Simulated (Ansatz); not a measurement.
Consider ZrSe3 (P2_1/m).

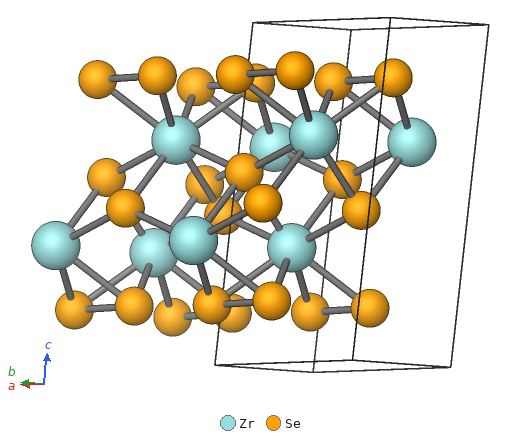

The structure (zirconium light teal, selenium orange). 2×2×1 cells are drawn.

```xyz
8
Lattice="5.4109 0.0000 0.0000 0.0000 3.7488 0.0000 -1.2294 0.0000 9.3636" Properties=species:S:1:pos:R:3 pbc="T T T"
Zr    0.7356    0.9372    6.1425
Zr    3.4459    2.8116    3.2211
Se    3.4420    0.9372    5.1875
Se    0.7395    2.8116    4.1762
Se    2.2535    0.9372    1.6293
Se    1.9280    2.8116    7.7344
Se    4.5971    0.9372    1.5825
Se   -0.4156    2.8116    7.7812
```

The cell and positions come from the Crystallography Open Database and are kept as given unless a step says otherwise. PAW set soft_2, made with PBE.

Gaps computed with Ansatz 0.2.0 without a self-energy: r2SCAN 0.63 eV, r2SCAN+SOC 0.56 eV and PBE0 1.72 eV.

**Question.** Estimate the G0W0@r2SCAN gap with 4×4×2 mesh, 955 empty bands, screening to 170 eV, default PAW files.

About 1.25 eV: on its mesh the run moves the gap from 0.63 eV by +0.62 eV. Among the scalar-relativistic levels given, PBE0 is nearest (+0.47 eV). Spin-orbit coupling is not in that value; its −0.07 eV at the r2SCAN level would bring it to about 1.18 eV. Bands and cutoff are finite, so the gap is not at the basis limit. The miss can reach some tenths of an eV and take either sign; the mesh is an error of its own. The 4×4×2 mesh is coarse for this cell (its supercell is 15 Å along the shortest edge). The RPA ε∞ on it, from the r2SCAN start, is 5.90, 10.88 and 11.85; such meshes misread the long-range screening, most where the gap is narrow. The many-body steps are scalar-relativistic: spin-orbit coupling is not in them.

[Paths, hosts, dates, memory and timing lines, banners, echoed tables and standing remarks are left out of the program output.]

[Logs are printed without paths, hosts, clocks, repeated set-up lines and the standing remarks that a program may print on its own settings, such as how far it seeks lower states.]

[Runs of the session that timed out or met a known fault of the program may be left out.]

[Cells called generated may have been cut or substituted from an entry of the Crystallography Open Database or the Materials Project.]

[Hosts, paths, dates, database ids (printed as entryN), source tags and the programs' standing remarks are cut or masked in the printed files.]
